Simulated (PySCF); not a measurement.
F5Nb, SMILES [F][Nb]([F])([F])([F])[F] at its PBE0/def2-SVP optimised geometry (Å):

```
6

Nb    -0.0001    -0.9161     0.0000
F      0.0029     0.9161     0.0000
F     -0.0024    -1.8356     1.5844
F     -0.0032    -1.8307    -1.5868
F      1.8630    -0.9161     0.0000
F     -1.8630    -0.9148    -0.0002
```

Computed with PBE0/def2-TZVP, def2 effective core potentials past Kr run with PySCF 2.14.0. The core electrons that the potentials of Nb replace are not part of the density. Cells within 0.4 Å of a nucleus heavier than hydrogen are left out (blank, or x).

Map of the electron localisation function on the plane z = 0.0 Å:

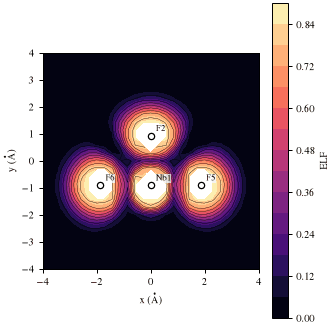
Electron localisation function on the plane z = 0.0 Å.
